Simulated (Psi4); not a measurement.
# BLYP/def2-SVP run of Si2H2OF2 (SMILES F[Si]1(F)O[SiH2]1)

Aim: the vertical singlet–triplet gap of Si2H2OF2 at BLYP/def2-SVP, from 2 runs. 

Program for the calculation: Psi4 1.11.

2 further runs of the same task are left out: 2 set aside as unsound or not needed. Runs told in other sessions of the task aren't counted.

## Step 1: The structure to begin with

The species is Si2H2OF2 (7 atoms), meant as a singlet with charge 0. As SMILES, `F[Si]1(F)O[SiH2]1`. The coordinates come from a PBE0-D4/def2-TZVP relaxation.

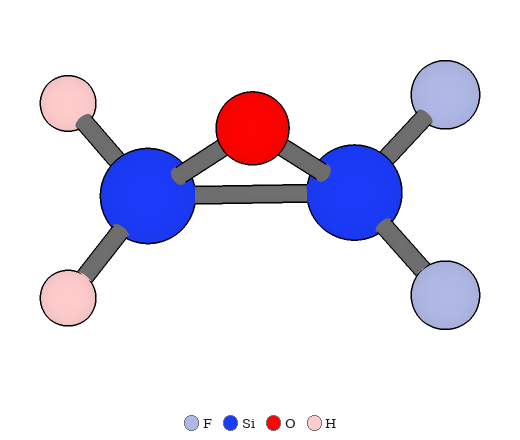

Viewed from a chosen angle; fluorine light blue, silicon blue, oxygen red, hydrogen pink.

## Step 2: Energy and forces at BLYP/def2-SVP

The input, input.in:

```
memory 2200 MB

molecule {
  0 1
  F
  Si 1 r2
  F 2 r3 1 a3
  O 2 r4 1 a4 3 d4
  Si 4 r5 2 a5 1 d5
  H 5 r6 4 a6 2 d6
  H 5 r7 6 a7 4 d7

  r2 = 1.578382
  r3 = 1.578431
  a3 = 105.11103
  r4 = 1.648255
  a4 = 114.68963
  d4 = -126.89972
  r5 = 1.718446
  a5 = 80.41017
  d5 = -119.08744
  r6 = 1.481785
  a6 = 114.33099
  d6 = 115.67457
  r7 = 1.481908
  a7 = 110.41187
  d7 = -130.59481
  symmetry c1
  no_reorient
  no_com
}

set basis def2-SVP
set puream true
set e_convergence 1e-09
set d_convergence 1e-08
set scf_type pk
set dft_radial_points 99
set dft_spherical_points 590

energy_value, wavefunction = gradient("blyp", return_wfn=True)
```

The run is started by

```bash
$ psi4 input.in input.out -n 1
```

input.out:

```text
[...]
  Running in c1 symmetry.
[...]
  Nuclear repulsion =  309.676461666969658
[...]
  Multiplicity = 1
[...]
  Nalpha       = 28
  Nbeta        = 28
[...]
    Number of basis functions: 88
[...]
   @RKS iter   1:  -854.47481893298664    8.03285e-02   1.03403e-02 DIIS/ADIIS
[...]
   @RKS iter  13:  -854.79474665360158   -3.52429e-12   3.12888e-09 DIIS
[...]
    Orbital Energies [Eh]
    ---------------------
    Doubly Occupied:
       1A    -65.564326     2A    -65.513772     3A    -24.302134
       4A    -24.302111     5A    -18.792082     6A     -5.146061
       7A     -5.103093     8A     -3.569641     9A     -3.568925
      10A     -3.566883    11A     -3.527561    12A     -3.524522
      13A     -3.523333    14A     -1.088294    15A     -1.066428
      16A     -0.903709    17A     -0.498635    18A     -0.489198
      19A     -0.438832    20A     -0.418000    21A     -0.406039
      22A     -0.376292    23A     -0.375656    24A     -0.367902
      25A     -0.354518    26A     -0.345655    27A     -0.284807
      28A     -0.227033
[...]
  @RKS Final Energy:  -854.79474665360158
   => Energetics <=
    Nuclear Repulsion Energy =            309.6764616669696579
    One-Electron Energy =               -1802.0061316126020756
    Two-Electron Energy =                 709.7545091408223925
    DFT Exchange-Correlation Energy =     -72.2195858487916382
    Empirical Dispersion Energy =           0.0000000000000000
    VV10 Nonlocal Energy =                  0.0000000000000000
    Total Energy =                       -854.7947466536015781
[...]
 Multipole Moments:
 ------------------------------------------------------------------------------------
     Multipole            Electronic (a.u.)      Nuclear  (a.u.)        Total (a.u.)
 ------------------------------------------------------------------------------------
 L = 1.  Multiply by 2.5417464519 to convert [e a0] to [Debye]
 Dipole X            :         -0.0923933            0.5836587            0.4912654
 Dipole Y            :         -5.4398493            5.9352328            0.4953835
 Dipole Z            :         -4.1653399            4.5445809            0.3792411
 Magnitude           :                                                    0.7940846
[...]
  -Total Gradient:
     Atom            X                  Y                   Z
    ------   -----------------  -----------------  -----------------
       1       -0.000294677340    -0.000540085656     0.035210345816
       2       -0.016517272984    -0.010877452529    -0.008367049674
       3       -0.000293175401     0.033809333795    -0.009694225112
       4        0.035254501814    -0.003559488836    -0.002726957945
       5       -0.017121156417    -0.013366985471    -0.010282645440
       6       -0.000525669750    -0.005418926865     0.001312357760
       7       -0.000522719492    -0.000148543655    -0.005530219964
[...]
```

Wall time 11 s (1 thread of Intel Xeon 6975P-C (Granite Rapids), shared host); peak memory 1.1 GiB.

## Step 3: The triplet at the same level

The input, f2h2osi2.py:

```python
import psi4

psi4.set_memory(2200000000)
psi4.set_num_threads(1)
psi4.core.set_output_file('f2h2osi2.out', False)

m = psi4.geometry("""
0 3
F      0.424200    -1.612100     1.693800
Si     0.037900    -1.026000     0.280100
F     -0.194200    -2.288000    -0.639100
O      1.103500     0.077900    -0.322100
Si    -0.304800     1.058600    -0.232800
H     -0.202300     2.188800     0.720000
H     -0.802800     1.532800    -1.545500
symmetry c1
no_reorient
no_com
""")

options = {'reference': 'uks', 'puream': True, 'e_convergence': 1e-09, 'd_convergence': 1e-08, 'scf_type': 'pk', 'dft_radial_points': 99, 'dft_spherical_points': 590, 'maxiter': 100}
psi4.set_options(options)

e, wfn = psi4.gradient("blyp/def2-SVP", return_wfn=True)
psi4.oeprop(wfn, "MULLIKEN_CHARGES", "WIBERG_LOWDIN_INDICES", "LOWDIN_CHARGES")
print('gradient / Eh bohr^-1')
print(e.np.round(6))
print(f'energy = {wfn.energy():.10f} Eh')
for k, v in sorted(psi4.core.scalar_variables().items()):
    print(f'{k:45s} {v:18.10f}')
```

The run is started by

```bash
$ python f2h2osi2.py
```

f2h2osi2.out, cut to the lines that bear on the results:

```text
[...]
  Running in c1 symmetry.
[...]
  Nuclear repulsion =  309.676526440965517
[...]
  Multiplicity = 3
[...]
  Nalpha       = 29
  Nbeta        = 27
[...]
    Number of basis functions: 88
[...]
   @UKS iter   1:  -854.39449090607468    1.60658e-01   9.32885e-03 ADIIS/DIIS
[...]
   @UKS iter  14:  -854.65217231815586   -4.20641e-12   3.08458e-09 DIIS
[...]
   @S^2 Observed:                2.002801311E+00
[...]
  @UKS Final Energy:  -854.65217231815586
   => Energetics <=
    Nuclear Repulsion Energy =            309.6765264409655174
    One-Electron Energy =               -1801.1652448982608803
    Two-Electron Energy =                 709.0479382822907155
    DFT Exchange-Correlation Energy =     -72.2113921431512011
    Empirical Dispersion Energy =           0.0000000000000000
    VV10 Nonlocal Energy =                  0.0000000000000000
    Total Energy =                       -854.6521723181558627
  UHF NO Occupations:
  HONO-2 :   27  A 1.9993381
  HONO-1 :   28  A 1.0000000
[...]
 Multipole Moments:
[...]
  -Total Gradient:
     Atom            X                  Y                   Z
    ------   -----------------  -----------------  -----------------
       1       -0.018587060060     0.012838141325    -0.042257779335
       2        0.001840079313     0.082128698561    -0.024237066644
       3        0.001368026282     0.034630149529     0.033038248059
       4       -0.001283825402    -0.006925879619     0.002347780709
       5        0.030741084454    -0.124579770915     0.027968606110
       6       -0.009117527143    -0.001407417308    -0.006316677659
       7       -0.004931122777     0.003193755805     0.009484614134
[...]
  Mulliken Charges: (a.u.)
   Center  Symbol    Alpha    Beta     Spin     Total
       1     F     4.63931  4.59192  0.04738 -0.23123
       2    SI     7.03099  6.34569  0.68530  0.62332
       3     F     4.63932  4.59193  0.04739 -0.23126
       4     O     4.27972  4.03560  0.24412 -0.31532
       5    SI     7.34934  6.40565  0.94369  0.24501
       6     H     0.53066  0.51460  0.01606 -0.04526
       7     H     0.53066  0.51460  0.01605 -0.04526
   Total alpha = 29.00000, Total beta = 27.00000, Total charge = -0.00000
  Lowdin Charges: (a.u.)
[...]
```

The script printed:

```text
gradient / Eh bohr^-1
[[-0.018587  0.012838 -0.042258]
 [ 0.00184   0.082129 -0.024237]
 [ 0.001368  0.03463   0.033038]
 [-0.001284 -0.006926  0.002348]
 [ 0.030741 -0.12458   0.027969]
 [-0.009118 -0.001407 -0.006317]
 [-0.004931  0.003194  0.009485]]
energy = -854.6521723182 Eh
CURRENT ENERGY                                   -854.6521723182
CURRENT REFERENCE ENERGY                         -854.6521723182
DD SOLVATION ENERGY                                 0.0000000000
DFT FUNCTIONAL TOTAL ENERGY                      -854.6521723182
DFT TOTAL ENERGY                                 -854.6521723182
DFT VV10 ENERGY                                     0.0000000000
DFT XC ENERGY                                     -72.2113921432
GRID ELECTRONS ALPHA                               28.9999962168
GRID ELECTRONS BETA                                26.9999963743
GRID ELECTRONS TOTAL                               55.9999925912
NUCLEAR REPULSION ENERGY                          309.6765264410
ONE-ELECTRON ENERGY                             -1801.1652448983
PCM POLARIZATION ENERGY                             0.0000000000
PE ENERGY                                           0.0000000000
SCF ITERATION ENERGY                             -854.6521723182
SCF ITERATIONS                                     14.0000000000
SCF TOTAL ENERGY                                 -854.6521723182
TWO-ELECTRON ENERGY                               709.0479382823
XC GRID RADIAL POINTS                              99.0000000000
XC GRID SPHERICAL POINTS                          590.0000000000
XC GRID TOTAL POINTS                           388336.0000000000
```

Run time: 18 s. Hardware: 1 thread of Intel Xeon 6975P-C (Granite Rapids), shared host; peak memory 1.1 GiB.

## Step 4: Outcome

Level: BLYP/def2-SVP.

| quantity | value |
| --- | --- |
| singlet: total energy | -854.79475 Eh |
| singlet: dipole moment | 2.02 D |
| singlet: HOMO energy | -6.18 eV |
| singlet: LUMO energy | -1.94 eV |
| singlet: HOMO–LUMO gap | 4.24 eV |
| singlet: largest force on an atom | 1.827 eV/Å |
| triplet: total energy | -854.65217 Eh |
| triplet: dipole moment | 0.88 D |
| triplet: HOMO energy (highest over α and β) | -2.64 eV |
| triplet: ⟨S²⟩ | 2.003 |
| triplet: largest force on an atom | 6.753 eV/Å |
| vertical energy of the triplet above the singlet | 3.880 eV |

In words: At this shape the triplet lies 3.88 eV (89 kcal/mol) above the singlet. The largest force (singlet) is 1.83 eV/Å: the shape isn't a stationary point for this species at this level. With no_com the log's rotational constants are taken about the origin, not the centre of mass, so they aren't the molecule's.
